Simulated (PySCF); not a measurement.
## NaSn: single-point calculation

NaSn, multiplicity 4, computed with UHF/x2c-svpall, mp2 (PySCF 2.14.0).

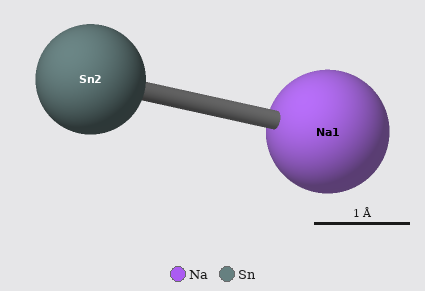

**Figure 1.** The structure as given in the input (ball-and-stick view, seen at a tilt; atoms are numbered from 1 in the order of the input). Sticks mark near contacts. Bond lengths as drawn: Na–Sn 2.92 Å.

### Input file
```python
from pyscf import gto, scf, mp

mol = gto.M(
    atom='Na 0 0 0; Sn 0 0 2.925',
    basis='x2c-svpall',
    charge=0,
    spin=3,
    verbose=3,
)
mf = scf.UHF(mol)
mf = mf.sfx2c1e()
mf.kernel()
mp.MP2(mf).kernel()
mf.dip_moment()
print('orbital energies (hartree):', [e[max(0, n-3):n+3].round(4) for e, n in zip(mf.mo_energy, mol.nelec)])
```

Launch command:
```bash
OMP_NUM_THREADS=1 python input.py
```

### Log
```
WARN: HOMO -0.0861766950513818 >= LUMO -0.132638925830406

converged SCF energy = -6335.2422822561  <S^2> = 3.7563915  2S+1 = 4.0031945
E(UMP2) = -6335.31917201042  E_corr = -0.0768897543257741
E(SCS-UMP2) = -6335.31239275652  E_corr = -0.0701105004255161
Dipole moment(X, Y, Z, Debye): -0.00000, -0.00000, -8.12467
orbital energies (hartree): [array([-0.238 , -0.2187, -0.2187, -0.0079,  0.0665,  0.0665]), array([-1.2269, -1.2269, -0.3733, -0.0092,  0.0663,  0.0663])]
```

### Key numbers

| quantity | value |
| --- | --- |
| outcome | converged |
| SCF energy | −6335.242282 hartree |
| ⟨S²⟩ | 3.756 |
| dipole moment | 8.12 D |
| hardware | 1 CPU thread, shared host |
| wall time | 3.2 s |
